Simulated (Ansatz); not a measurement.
Input

```
basis:
  gaussian: {orbitals: def2-TZVPD}
crystal:
  periodic: [false, false, false]
  atoms:
    - symbol: B
      position_ang: [-2.159318, 1.521744, 0.627127]
    - symbol: F
      position_ang: [-2.323253, 0.250156, 0.223777]
    - symbol: Li
      position_ang: [-3.429905, 3.186500, -0.126281]
    - symbol: H
      position_ang: [-1.230823, 1.601578, 1.444239]
hamiltonian: {xc: {name: PBE0}}
output: {forces: true, orbitals: {seedname: orbitals}}
```

Command:

```sh
ansatz run input.yaml --threads 1 --pin off --max-ram 2610MiB --events-out events.jsonl --progress --plain --runs-dir runs
```

Geometry: PBE0-D3(BJ)/def2-SVP.

Method: isolated molecule in a Gaussian basis; Kohn-Sham density functional theory, functional PBE0 in Ansatz 0.2.0.

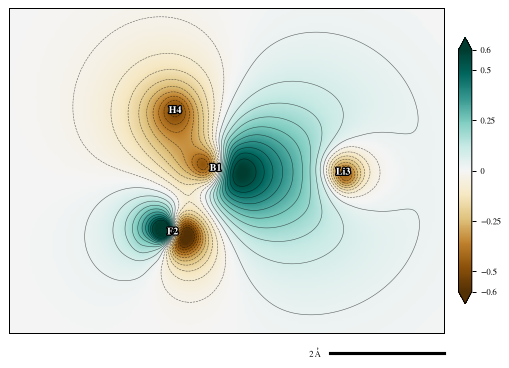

BFHLi (SMILES [Li][BH]F). One frontier orbital on the molecular plane (values in Å⁻³ᐟ²; the overall sign is arbitrary).

### Which orbital is it: HOMO or LUMO?

The HOMO, at −4.75 eV. Its weight (Hirshfeld) is mainly on B1 (about 55 %), Li3 (about 20 %), H4 (about 10 %) and F2 (about 10 %); it is symmetric in the molecular plane (an in-plane orbital: σ, lone-pair or in-plane π type).
